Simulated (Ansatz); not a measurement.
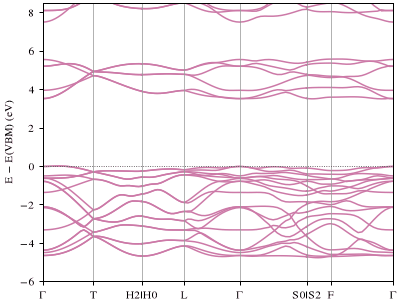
*Band structure from LDA in the plane-wave PAW code Ansatz*

The gap is 3.49 eV; an edge lies off the plotted path or next to a special point (maximum off the standard path, minimum off the standard path).

Question: Which compound is it?
A) ZnS, R3m (Pearson symbol hR6)
B) BaTiO3, R3m (Ba on 3a, Ti on 3a, O on 9b)
C) LiNbO3, R3c (Li on 6a, Nb on 6a, O on 18b)

Answer: C, LiNbO3, R3c (Li on 6a, Nb on 6a, O on 18b)

The LDA relaxation kept the symmetry of its start. The run is not spin-polarised. Spin–orbit coupling is left out wherever it is not named.

Potentials: the later of the program's two PAW sets.
